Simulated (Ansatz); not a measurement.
Consider Zr$_{2}$SeS$_{2}$.

```
Zr Se S
1.0
     4.35809    0.00000    0.00000
    -2.17905    3.77422    0.00000
     0.00000    0.00000    6.44135
Zr Se S
2 1 2
Direct
  0.33333 0.66667 0.71831
  0.66667 0.33333 0.28169
  0.00000 0.00000 0.00000
  0.33333 0.66667 0.32449
  0.66667 0.33333 0.67551
```

Space group P-3m1; a structure generated by program, which may or may not match a known phase.

Theory: Ansatz, DFT PBE, scalar-relativistic, plane waves, PAW.

> What will maps of the valence pseudo-density and electron localisation function show?

Zr–S (2.53 Å): ρ is about 0.46 e/Å³ halfway; the ELF peaks at about 0.90 in the valence shell of S, 0.8 Å from its nucleus, and is about 0.40 at the midpoint.
Zr–Se (3.10 Å): ρ at the midpoint is about 0.18 e/Å³; the ELF is about 0.35 at the midpoint and 0.10 at its lowest between the atoms (no shared electron pair shows on this line).

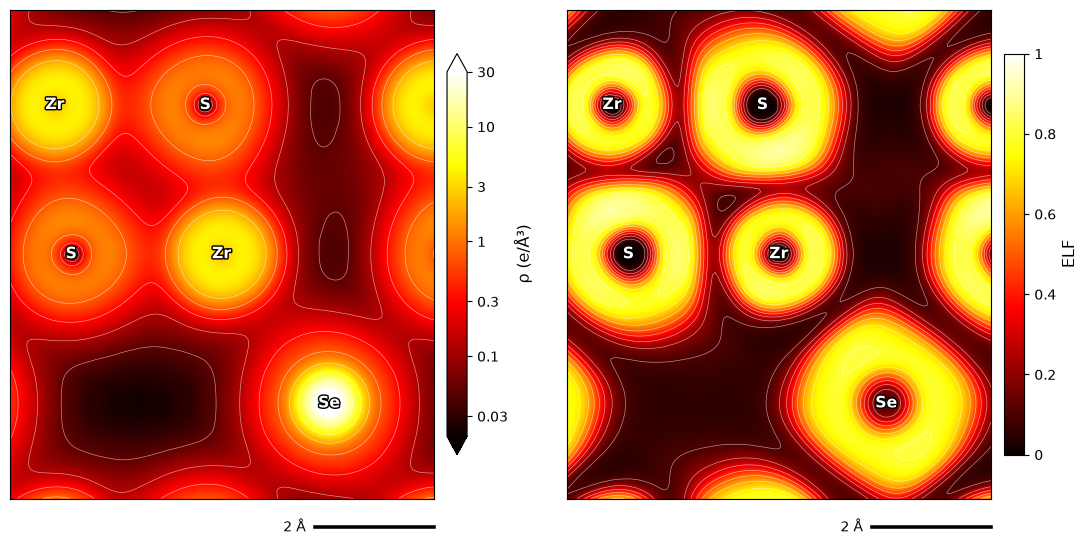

Computed valence pseudo-density and electron localisation function on the (110) plane of the conventional cell, in this order. 

In a PAW calculation such maps are meaningful between the atoms, not at the nuclei.
